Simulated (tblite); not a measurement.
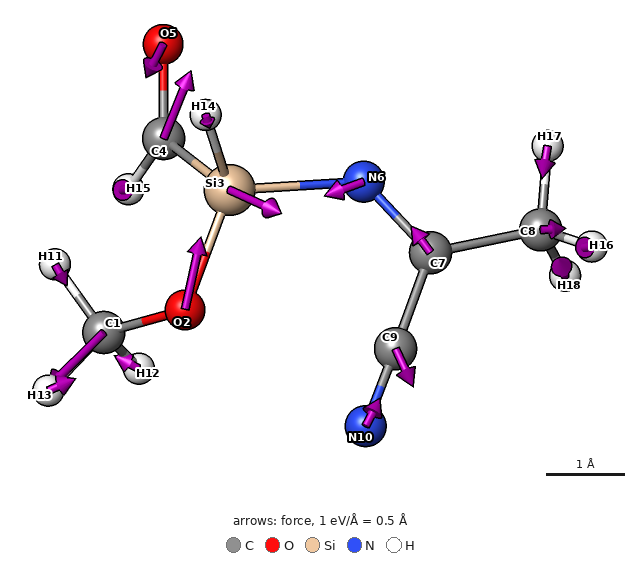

Starting geometry of C₅H₈N₂O₂Si with the computed forces as purple arrows. Style: ball-and-stick. Shown at a tilt.

Level of theory: tblite, GFN2-xTB geometry optimisation, gas phase. 

Is this structure relaxed? If not, where do the atoms go?

It isn't relaxed: the largest force vector, on C1, is 2.26 eV/Å. The final displacements have little in common with the starting forces (cosine between the two patterns 0.18). H15 moves most after the best rigid fit: 2.18 Å. By element the largest moves are H 2.18 Å, O 1.56 Å, N 1.02 Å, C 0.60 Å, Si 0.13 Å. Among the contacts that change: O2–Si3 1.693 → 1.613 Å, Si3–N6 1.766 → 1.708 Å, Si3–C4 1.878 → 1.925 Å, C8–H18 1.126 → 1.090 Å. Bond angles that change, for instance: C1–O2–Si3 108.6° → 132.3°, Si3–N6–C7 126.1° → 136.0°, C8–C7–C9 124.0° → 114.7°. Groups turn about Si3–C4 by about 130°, C1–O2 by about 80°, O2–Si3 by about 45°. After 215 geometry steps the energy has fallen by 1.000 eV.
